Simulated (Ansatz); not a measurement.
Phonon calculation, with input and output: C$_{2}$H$_{2}$FSi

C$_{2}$H$_{2}$FSi, multiplicity 2, SMILES C#C[SiH]F, computed with UKS PBE0/cc-pVDZ (Ansatz 0.2.0).

It belongs to a series of runs on one base structure; here: vibrations at the highest image of the band. Figures and captions count atoms from 1; the log counts them from 0 in places.

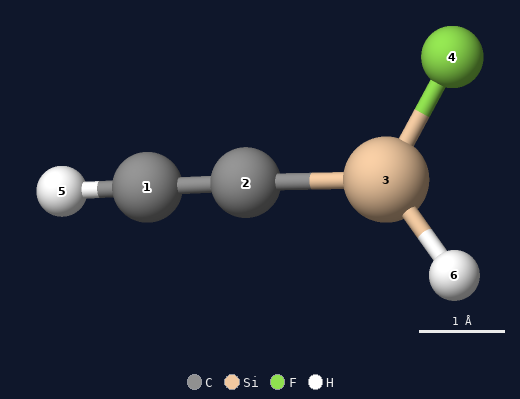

**Figure 1.** The input geometry (ball-and-stick view, seen at a tilt; atoms are numbered from 1 in the order of the input).

**Input**
```yaml
crystal:
  periodic: [false, false, false]
  atoms:
    - { symbol: C, position_ang: [0.130151, -0.713212, -1.662189] }
    - { symbol: C, position_ang: [0.037401, -0.223568, -0.540302] }
    - { symbol: Si, position_ang: [-0.062547, 0.521295, 1.054757] }
    - { symbol: F, position_ang: [-0.302526, -0.452775, 2.356083] }
    - { symbol: H, position_ang: [0.195227, -1.143704, -2.643764] }
    - { symbol: H, position_ang: [0.044392, 1.947864, 1.389213] }
magnetization:
  spin_polarized: true
  initial_magnetization: 1
basis:
  gaussian: { orbitals: cc-pVDZ }
hamiltonian:
  xc: pbe0
phonons: {}
```

Launched with:
```bash
ansatz run input.yaml --threads 1 --pin off --max-ram 2048MiB --backend cpu --events-out ev --progress --plain --runs-dir out
```

**Log**
```
Engine: ansatz 0.2.0, aarch64-unknown-linux-gnu
Functional definition: PBE0
  parameter a = 0.25
  parameter kappa = 0.804
  parameter beta = 0.06672455060314922
  exchange = (1 - a)*pbe_x(kappa = kappa, mu = beta*pi^2/3) + a*exact_x
  correlation = pbe_c(beta = beta)
745 factors; integrals over basis functions are off by at most 4.7e-4 eV
mean field evaluation 1: about -12683.7615 eV, gradient 3.4e1 eV
mean field evaluation 2: about -12670.3080 eV, gradient 5.7e1 eV
mean field evaluation 4: about -12689.7832 eV, gradient 8.0e0 eV
mean field evaluation 8: about -12690.1702 eV, gradient 3.5e-1 eV
mean field evaluation 16: about -12690.1715 eV, gradient 7.0e-4 eV
mean field -12690.17146812 eV, -466.3551997462 hartree, gradient 1.6e-5 eV, S^2 0.767181; 0 other end points of the search recorded, 0 dependent functions left out
the calculation of the forces begins
reference -12690.17149272 eV, -466.3552006504 hartree; 19, 18 occupied and 51, 52 virtual orbitals, 745 factors
these checks for a lower state are left out or cut short: stability, starts, cluster_reference, orbital_swaps, neighbouring_geometries, increment
745 factors; integrals over basis functions are off by at most 4.7e-4 eV
mean field -12690.17138473 eV, -466.3551966817 hartree, gradient 2.8e-6 eV, S^2 0.767206; 0 other end points of the search recorded, 0 dependent functions left out
[... from here on the field's lines of each further geometry are left out, up to the last ...]
the calculation of the forces begins
reference -12690.17148459 eV, -466.3552003516 hartree; 19, 18 occupied and 51, 52 virtual orbitals, 745 factors
these checks for a lower state are left out or cut short: stability, starts, cluster_reference, orbital_swaps, neighbouring_geometries, increment
745 factors; integrals over basis functions are off by at most 4.7e-4 eV
mean field -12690.17145778 eV, -466.3551993662 hartree, gradient 1.6e-6 eV, S^2 0.767176; 0 other end points of the search recorded, 0 dependent functions left out
the calculation of the forces begins
reference -12690.17148238 eV, -466.3552002704 hartree; 19, 18 occupied and 51, 52 virtual orbitals, 745 factors
WARN: phonons: modes at or below zero, which the zero-point energy, F, S and C_V leave out: 1, the lowest at -718.81 cm⁻¹. A minimum has none, and a first-order saddle one
Total energy: -12690.17149272 eV, -466.3552006504 hartree
Atom 0 at     0.130151    -0.713212    -1.662189 Å, force    -0.028972     0.002713    -0.006371 eV/Å
Atom 1 at     0.037401    -0.223568    -0.540302 Å, force     0.030206    -0.004119     0.007851 eV/Å
Atom 2 at    -0.062547     0.521295     1.054757 Å, force     0.003224     0.002497    -0.008481 eV/Å
Atom 3 at    -0.302526    -0.452775     2.356083 Å, force    -0.006005    -0.004662     0.007858 eV/Å
Atom 4 at     0.195227    -1.143704    -2.643764 Å, force     0.006411    -0.000706    -0.001305 eV/Å
Atom 5 at     0.044392     1.947864     1.389213 Å, force    -0.004863     0.004277     0.000448 eV/Å
Dipole moment:     0.051346     0.185289    -0.293870 e Å
Vibrations: -718.81 144.81 294.90 353.96 517.47 679.87 761.38 772.67 914.94 2045.45 2362.18 3484.27 cm⁻¹, zero-point energy 0.764481 eV
```

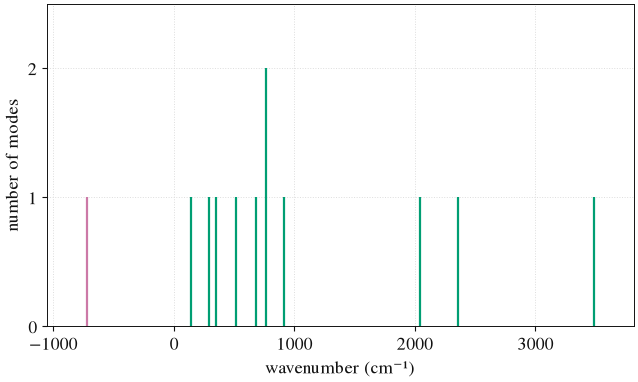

**Figure 2.** Harmonic vibrational wavenumbers from the force constants; neighbouring modes closer than 19 cm⁻¹ are counted in one stick, and imaginary ones are drawn at negative wavenumbers. 12 modes from 719i to 3484 cm⁻¹, 1 imaginary beyond 8i (719i cm⁻¹): a first-order saddle point, if the geometry is stationary.

**Summary**

| quantity | value |
| --- | --- |
| outcome | converged |
| total energy | −12690.1715 eV |
| mean-field energy | −12690.1715 eV |
| ⟨S²⟩ | 0.767 |
| largest force (length of the vector) | 0.031 eV/Å |
| hardware | 1 thread of Arm Neoverse V1, 24 GiB of memory available, shared host |
| wall time | 77 s |
| peak memory | 0.16 GiB |
